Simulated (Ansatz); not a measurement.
## Fields on a plane of CdS (wurtzite)

```yaml
crystal:
  lattice:
    - [4.16356, 0.00000, 0.00000]
    - [-2.08178, 3.60575, 0.00000]
    - [0.00000, 0.00000, 6.76722]
  atoms:
    - { symbol: Cd, position: [0.66667, 0.33333, 0.00099] }
    - { symbol: Cd, position: [0.33333, 0.66667, 0.50099] }
    - { symbol: S, position: [0.66667, 0.33333, 0.62421] }
    - { symbol: S, position: [0.33333, 0.66667, 0.12421] }
```

The slice is a (0001) plane (indices of the conventional cell) through the point (0.333, 0.667, 0.124) (fractional), spanned by u = [110] and v = [1 -1 0] in vectors of this cell: u (4.16 Å) and v (7.21 Å, at 90° to u). It covers one period; positions are fractions (u, v).

Atoms on it: S at (0.00, 0.00); S at (0.50, 0.50). Other atoms lie within 1 Å of the plane.

Method: r2SCAN (plane waves to 500 eV, PAW, scalar-relativistic; Ansatz, an electronic-structure program). k mesh 9×9×5. These are valence fields of a PAW run, semicore shells included where kept as valence: close to a nucleus they are smooth pseudo fields. CdS was relaxed with its symmetry unable to fall.

```
|*##-   ...   -##|
|@%+.   ...   .+%|
|*+:   ..:..   :+|
|::    ..:..    :|
|     ..:::..    |
|     .......    |
|     .......    |
|                |
|                |
|                |
|     .--=--.    |
|    .-#%#%#-.   |
|    .+@%+%@+.   |
|    .+%*:*%+.   |
|..   -##*##-   .|
|..   .+%@%+.   .|
|:..   :+*+:   ..|
|:..    :::    ..|
|::..         ..:|
|....         ...|
|....         ...|
|                |
|                |
|                |
|=--.         .--|
|#%#-.       .-#%|
|+%@+.       .+@%|
|:*%+.       .+%*|
```
Scale: ten equal steps from 0.004 (start of ' ') to 0.117 (end of '@'), in the order ' .:-=+*#%@'. Values: density of the lowest conduction band (whole band as if filled, smooth part) in e/Å³. The map has 16 points along u (one character each, u = 0 at the left) and 28 along v (v = 0 in the bottom row). 

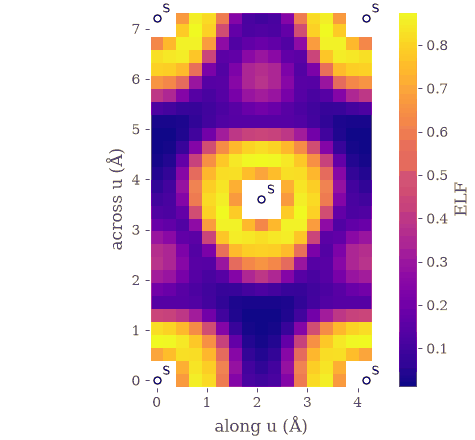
Electron localisation function (ELF), one period of the plane, atoms marked. Points within 0.5 Å of a nucleus are left white, as the pseudised field means little there.
